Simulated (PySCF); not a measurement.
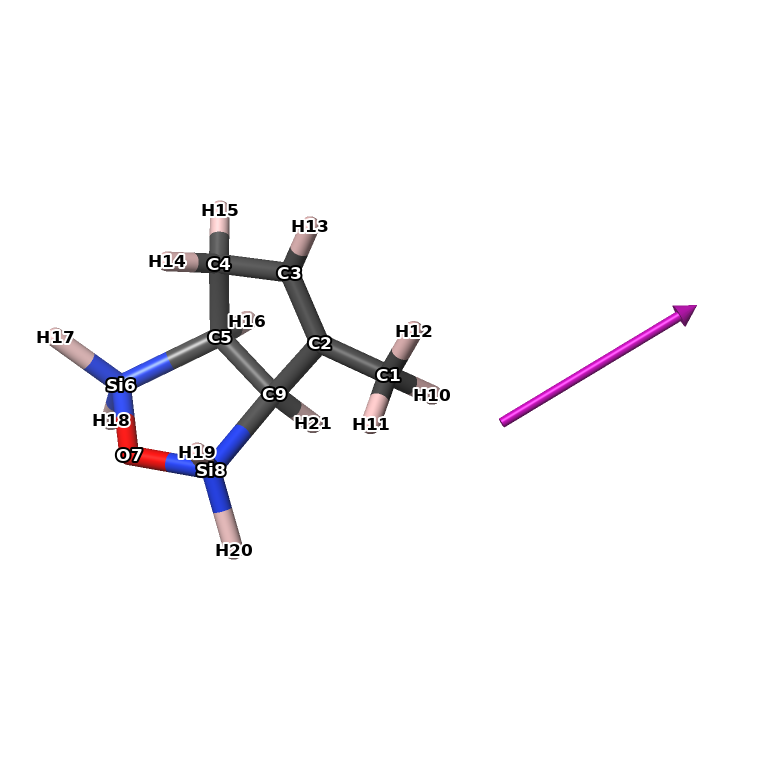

The arrow beside the molecule shows the direction of the dipole moment, from the negative to the positive end (its length means nothing). Computed geometry: GFN2-xTB optimisation. No frequency run is at hand to confirm it as a minimum. Properties computed with PBE0/pcSseg-1, gas phase (PySCF 2.14.0).

How large is the dipole moment?

Answer. 1.84 D; it points from the side of O7, H17 to the side of H10, H12 (the outermost atoms at the two ends).

The geometry is semi-empirical. Around Si such bond lengths and angles can be off by a tenth of an ångström or more and by several degrees, and values that hang on the shape move with them.
